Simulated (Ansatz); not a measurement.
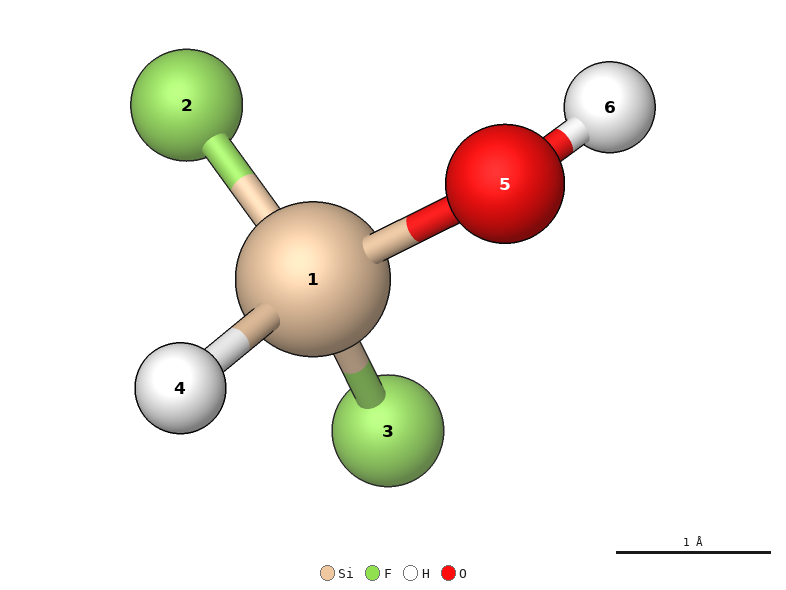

Numbered structure. Computed geometry: PBE0-D4/def2-TZVP optimisation.

> Describe the coordination of atom 1.

Si1 has 4 neighbours (F2 at 1.58, F3 at 1.58, H4 at 1.46, O5 at 1.61 Å); the arrangement is tetrahedral.

> Describe the coordination of atom 5.

O5 has 2 neighbours (Si1 at 1.61, H6 at 0.96 Å); the arrangement is bent.
